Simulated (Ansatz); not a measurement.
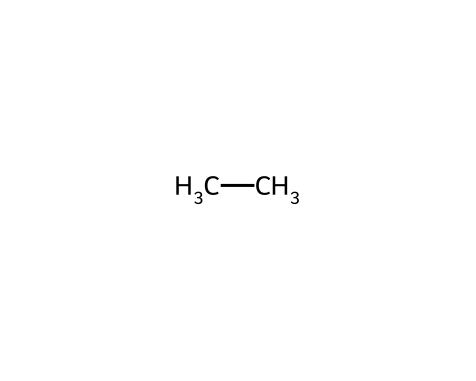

The drawing above gives the connectivity. The computed structure is the end point of a PBE0-D4/def2-TZVP optimisation. No frequency run is at hand to confirm it as a minimum.

What does the molecule look like in three dimensions?

It has 8 atoms: 2 carbon and 6 hydrogen (C₂H₆). As SMILES it reads `CC`. It has no ring. This geometry has D3d symmetry. Coordination: 2 C tetrahedral.

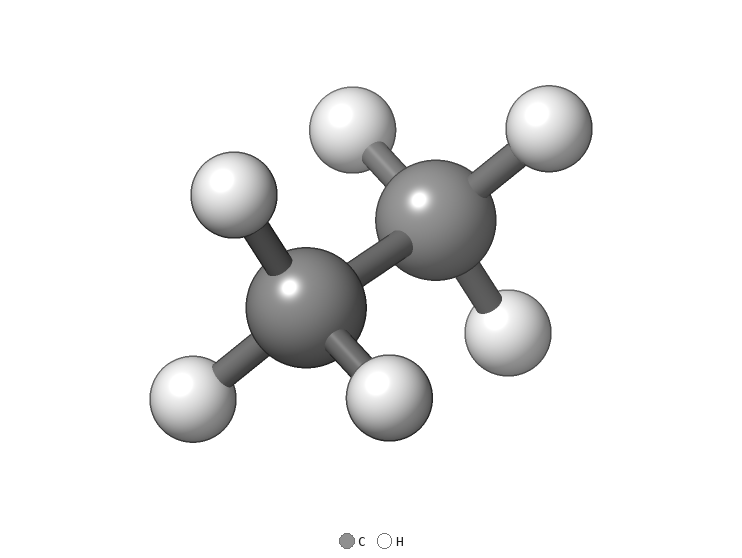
